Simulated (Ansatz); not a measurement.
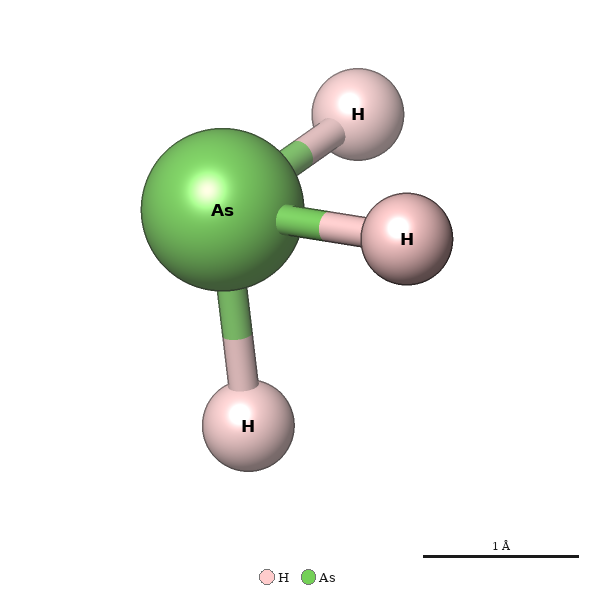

Depth is shown by fading: the farther an atom, the more it takes the colour of the background. Computed geometry: PBE0-D4/def2-TZVP optimisation. Masses are those of the most abundant isotopes; constants are for the rigid equilibrium geometry.

Question: What kind of rotor is it, and what are its rotational constants in cm⁻¹?

Answer: An oblate symmetric top (C3v): A = B = 3.74, C = 3.49 cm⁻¹.
